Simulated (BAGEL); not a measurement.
# BHF2 (SMILES FBF): levels of theory compared

Aim: a comparison of 4 runs (B3LYP/6-31G*, B3LYP/def2-TZVPP, PBE0/def2-TZVPP, RI-MP2/def2-TZVPP) of BHF2. 

The calculation is run with BAGEL 1.2.2.

**1. Starting point**

BHF2: 4 atoms, total charge 0, spin state singlet. As SMILES, `FBF`. Geometry: relaxed at PBE0-D4/def2-TZVP.

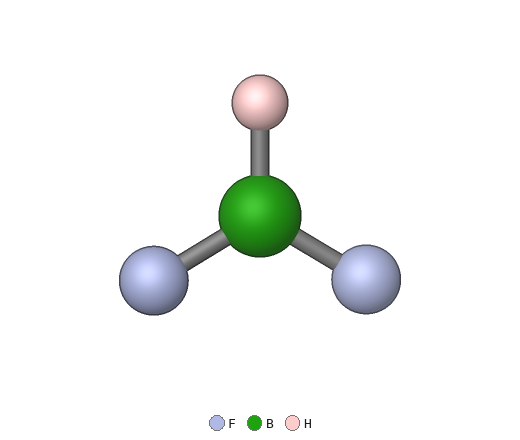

Viewed from a chosen angle; fluorine light blue, boron green, hydrogen pink.

**2. A single-point energy at B3LYP/6-31G(d) (density fitting with qzvpp-jkfit, spherical functions) (run 1)**

The input, dft.json:

```json
{ "bagel": [

{
  "title": "molecule",
  "basis": "6-31gs.json",
  "df_basis": "qzvpp-jkfit",
  "angstrom": true,
  "geometry": [
    { "atom": "F", "xyz": [    1.154300,    0.456900,   -0.361900 ] },
    { "atom": "B", "xyz": [   -0.001900,   -0.031000,    0.025200 ] },
    { "atom": "F", "xyz": [   -1.095400,    0.528700,   -0.438900 ] },
    { "atom": "H", "xyz": [   -0.057000,   -0.954600,    0.775600 ] }
  ]
},
{
  "title": "ks",
  "xc_func": "b3lyp",
  "charge": 0
},
{
  "title": "print",
  "file": "orbitals.molden",
  "orbitals": true
}

]}
```

The basis set 6-31G* is read from a file made from the Basis Set Exchange's data (not shown).

Launch:

```bash
$ BAGEL_NUM_THREADS=1 BAGEL dft.json > dft.out
```

The log of the run:

```text
* using 1 threads per process

  ===============================================================
  ===============================================================

  *** Geometry ***

  { "atom" : "F", "xyz" : [      2.181311,      0.863416,     -0.683892 ] },
  { "atom" : "B", "xyz" : [     -0.003590,     -0.058582,      0.047621 ] },
  { "atom" : "F", "xyz" : [     -2.070006,      0.999098,     -0.829401 ] },
  { "atom" : "H", "xyz" : [     -0.107714,     -1.803933,      1.465672 ] },

  Number of auxiliary basis functions:      247

  Since a DF basis is specified, we compute 2- and 3-index integrals:
    o Being stored without compression. Storage requirement is 0.004 GB

  Number of basis functions:       44
  Number of electrons      :       24

    * METHOD: MOLECULE                             0.05

  *** Kohn-Sham DFT ***

    * Removing 5554 points whose weight is below 1.00e-10
    * Grid points: 54070

  === Nuclear Repulsion ===
    61.8885547595

       - DIIS with orbital gradients will be used.

  === KS iteration (b3lyp / 6-31gs.json) ===
      0       -209.67549231          0.18074599           0.09
      1       -195.38476083          0.27095103           0.07
      2       -213.00388598          0.18911920           0.06
[... 12 lines of this table left out ...]
     15       -225.24219499          0.00000001           0.06
    * SCF iteration converged.

    * Permanent dipole moment:
           (    0.012391,     0.203896,    -0.165681) a.u.

    * METHOD: KS                                   1.15

    * METHOD: PRINT                                0.01

  ===============================================================
```

Wall time 1.4 s (1 thread of Arm Neoverse V1, shared host).

**3. The energy at B3LYP/def2-TZVPP (density fitting with qzvpp-jkfit) (run 2)**

The input, job.json:

```json
{ "bagel" : [

{
  "title" : "molecule",
  "basis" : "tzvpp",
  "df_basis" : "qzvpp-jkfit",
  "angstrom" : true,
  "geometry" : [
    { "atom" : "F", "xyz" : [       1.154300,       0.456900,      -0.361900 ] },
    { "atom" : "B", "xyz" : [      -0.001900,      -0.031000,       0.025200 ] },
    { "atom" : "F", "xyz" : [      -1.095400,       0.528700,      -0.438900 ] },
    { "atom" : "H", "xyz" : [      -0.057000,      -0.954600,       0.775600 ] }
  ]
},

{
  "title" : "ks",
  "xc_func" : "b3lyp"
},

{
  "title" : "print",
  "file" : "orbitals.molden",
  "orbitals" : true
}

]}
```

Launch:

```bash
$ BAGEL_NUM_THREADS=1 BAGEL job.json > job.out
```

The log of the run:

```text
* using 1 threads per process

  ===============================================================
  ===============================================================

  *** Geometry ***

  { "atom" : "F", "xyz" : [      2.181311,      0.863416,     -0.683892 ] },
  { "atom" : "B", "xyz" : [     -0.003590,     -0.058582,      0.047621 ] },
  { "atom" : "F", "xyz" : [     -2.070006,      0.999098,     -0.829401 ] },
  { "atom" : "H", "xyz" : [     -0.107714,     -1.803933,      1.465672 ] },

  Number of auxiliary basis functions:      247

  Since a DF basis is specified, we compute 2- and 3-index integrals:
    o Being stored without compression. Storage requirement is 0.023 GB

  Number of basis functions:      107
  Number of electrons      :       24

    * METHOD: MOLECULE                             0.10

  *** Kohn-Sham DFT ***

    * Removing 5554 points whose weight is below 1.00e-10
    * Grid points: 54070

  === Nuclear Repulsion ===
    61.8885547595

       - DIIS with orbital gradients will be used.

  === KS iteration (b3lyp / tzvpp) ===
      0       -197.66321826          0.18764423           0.20
      1       -183.18416588          0.23065519           0.20
      2       -207.85010626          0.15709722           0.20
[... 12 lines of this table left out ...]
     15       -225.35705165          0.00000000           0.20
    * SCF iteration converged.

    * Permanent dipole moment:
           (    0.016487,     0.272259,    -0.221228) a.u.

    * METHOD: KS                                   3.51

    * METHOD: PRINT                                0.03

  ===============================================================
```

It took 3.9 s on 1 thread of Arm Neoverse V1, shared host; peak memory 0.28 GiB.

Run 3 isn't shown in full; the table further down has it.

**4. The energy at RI-MP2/def2-TZVPP (density fitting with qzvpp-jkfit) (run 4)**

The input, input.json:

```json
{ "bagel" : [

{
  "title" : "molecule",
  "basis" : "tzvpp",
  "df_basis" : "qzvpp-jkfit",
  "angstrom" : true,
  "geometry" : [
    { "atom" : "F", "xyz" : [       1.154300,       0.456900,      -0.361900 ] },
    { "atom" : "B", "xyz" : [      -0.001900,      -0.031000,       0.025200 ] },
    { "atom" : "F", "xyz" : [      -1.095400,       0.528700,      -0.438900 ] },
    { "atom" : "H", "xyz" : [      -0.057000,      -0.954600,       0.775600 ] }
  ]
},

{ "title" : "hf" },

{ "title" : "mp2", "ncore" : 3 }

]}
```

Launch:

```bash
$ BAGEL_NUM_THREADS=1 BAGEL input.json > input.out
```

The log of the run:

```text
* using 1 threads per process

  ===============================================================
  ===============================================================

  *** Geometry ***

  { "atom" : "F", "xyz" : [      2.181311,      0.863416,     -0.683892 ] },
  { "atom" : "B", "xyz" : [     -0.003590,     -0.058582,      0.047621 ] },
  { "atom" : "F", "xyz" : [     -2.070006,      0.999098,     -0.829401 ] },
  { "atom" : "H", "xyz" : [     -0.107714,     -1.803933,      1.465672 ] },

[... 23 lines left out ...]
    * SCF iteration converged.
[... 1 line left out ...]
    * Permanent dipole moment:
[... 2 lines left out ...]
    * METHOD: HF                                   0.37

  *** RHF ***

  === Nuclear Repulsion ===
    61.8885547595

      * DIIS with orbital gradients will be used.

  === RHF iteration (tzvpp) ===
      0       -224.36605613          0.00000000           0.02
    * SCF iteration converged.

    * Permanent dipole moment:
           (    0.020956,     0.346818,    -0.281814) a.u.

  === DF-MP2 calculation ===

    * freezing 3 orbitals
    * 3-index integral transformation done
    * assembly done

      MP2 correlation energy:   -0.5956631217      0.03

      MP2 total energy:       -224.9617192515

    * METHOD: MP2                                  0.08

  ===============================================================
```

It took 0.68 s on 1 thread of Arm Neoverse V1, shared host.

**5. Overview of the runs**

```
run                                                                 level  frozen core orbitals  energy (Eh)  dipole moment (D)  HOMO energy (eV)  LUMO energy (eV)  wall time
  1  B3LYP/6-31G* (density fitting with qzvpp-jkfit, spherical functions)                     –  -225.242195               0.67            -10.24              0.09      1.4 s
  2                   B3LYP/def2-TZVPP (density fitting with qzvpp-jkfit)                     –  -225.357052               0.89            -10.64             -0.63      3.9 s
  3                    PBE0/def2-TZVPP (density fitting with qzvpp-jkfit)                     –  -225.120841               0.89            -10.86             -0.32      3.9 s
  4                  RI-MP2/def2-TZVPP (density fitting with qzvpp-jkfit)                     3  -224.961719                  –                 –                 –     0.68 s
```

**6. What came out**

| quantity | value |
| --- | --- |
| run 4: total energy | -224.96172 Eh |
| run 4: correlation energy (3 core orbitals frozen) | -595.7 mEh |

**Reading.** Over runs 1, 2, 3 the dipole moment (its size) runs from 0.67 D (B3LYP/6-31G*) to 0.89 D (B3LYP/def2-TZVPP). Over runs 1, 2, 3 the HOMO–LUMO gap runs from 10.01 eV (B3LYP/def2-TZVPP) to 10.54 eV (PBE0/def2-TZVPP). Totals of different functionals can't be ranked against each other. All runs together took 9.8 s, the longest 3.9 s.
